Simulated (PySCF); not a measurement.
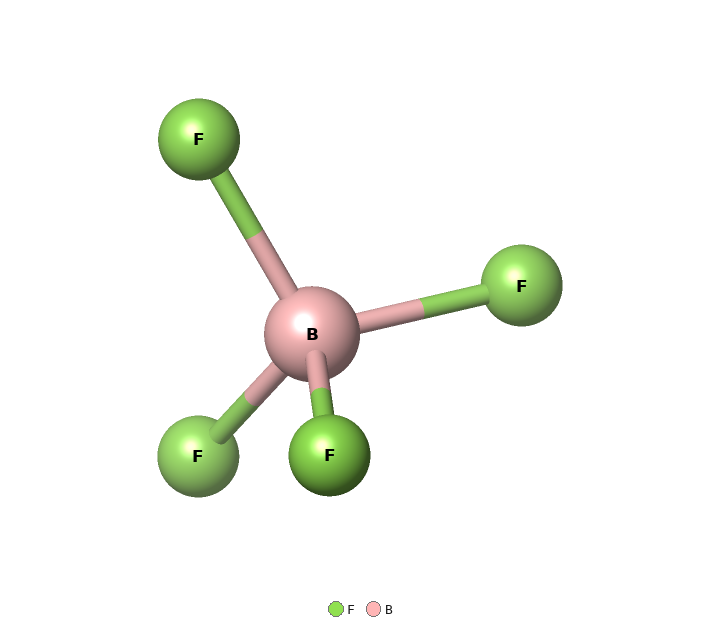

The picture shows a molecular structure as a ball-and-stick model.

The species has charge −1 and is a spin singlet. The geometry was computed by an optimisation with PBE0-D3(BJ)/def2-TZVP. No frequency run is at hand to confirm it as a minimum.

Question: Which formula does it have?

Answer: BF4(-), 5 atoms: 1 boron and 4 fluorine.

Question: How many bonds of each kind are drawn?

Answer: 4 B–F.

Question: What is the point group of this geometry?

Answer: Td.

Question: How many atoms are distinct by symmetry?

Answer: 2: 4 F, 1 B.

The parts below concern this one geometry. Atoms keep their numbers from picture to picture.

**Charges**

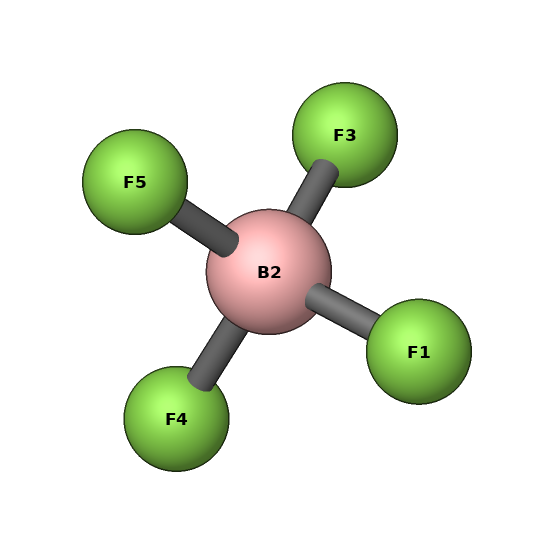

The questions are on IAO charges. No frequency run is at hand to confirm it as a minimum. Method: PBE0/pcSseg-2, gas phase (PySCF 2.14.0).

List the IAO charges.

| atom | value (e) |
| --- | --- |
| F1 | −0.46 |
| B2 | 0.85 |
| F3 | −0.46 |
| F4 | −0.46 |
| F5 | −0.46 |

**Bond orders**

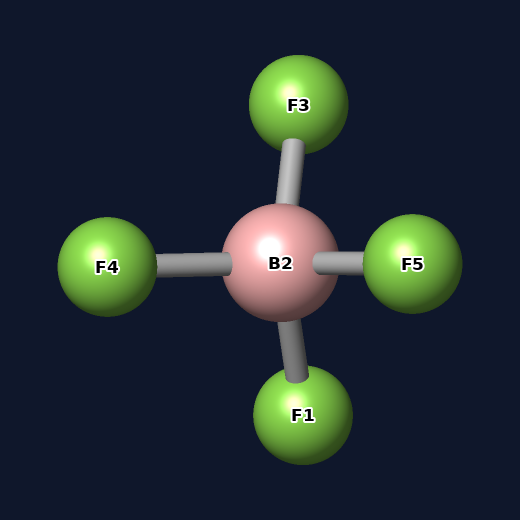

The thickness of each stick grows with its Mayer bond order. No frequency run is at hand to confirm it as a minimum. Computed with PBE0/pcSseg-2 (PySCF 2.14.0).

List the Mayer bond orders of F1–B2 (one bond of each equivalent set).

```csv
bond,Mayer order,length (Å)
F1–B2,0.83,1.405
```

**NMR shielding**

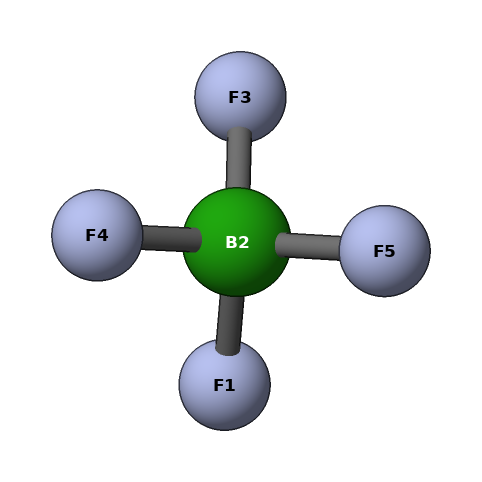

No frequency run is at hand to confirm it as a minimum. Properties computed with GIAO B97-2/pcSseg-2 NMR shielding, non-relativistic, gas phase (PySCF 2.14.0). Principal shieldings σ11 ≤ σ22 ≤ σ33, span Ω = σ33 − σ11, skew κ = 3(σiso − σ22)/Ω.

Give the shielding tensors of the F atoms.

```json
{"atom": "F1, F3, F4…", "σ11": "326.9", "σ22": "326.9", "σ33": "407.7", "σiso": "353.8", "Ω": "80.8", "κ": "1.00"}
```

Shieldings and span in ppm.
